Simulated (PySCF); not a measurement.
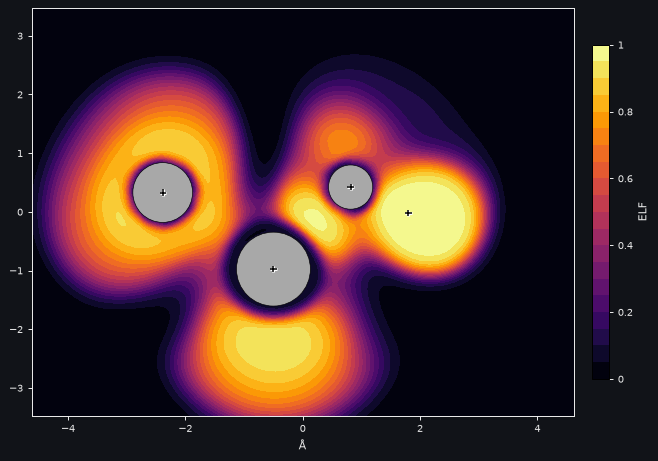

The electron localisation function on a plane through atoms (crosses mark nuclei in the plane; grey discs cover the cores).

Method: PySCF, PBE0/def2-SVPD, SCF density, gas phase.

Candidates:
A. C$_{2}$H$_{8}$N (SMILES C[NH2+]C) (charge +1)
B. CH$_{4}$ClSi (SMILES C[SiH-]Cl) (charge −1)
C. C$_{5}$H$_{11}$NSi (SMILES [SiH3]CC1=CCNC1)

> Which system is this?

Candidate B: CH$_{4}$ClSi on the plane of atoms C1, Si2 and Cl3, which holds C, Si, Cl and H. C–Si (1.92 Å): the ELF peaks at about 0.95 between the atoms, as expected for localised, covalent bonding. Si–Cl (2.29 Å): the ELF peaks at about 0.85 between the atoms: a polar covalent bond.
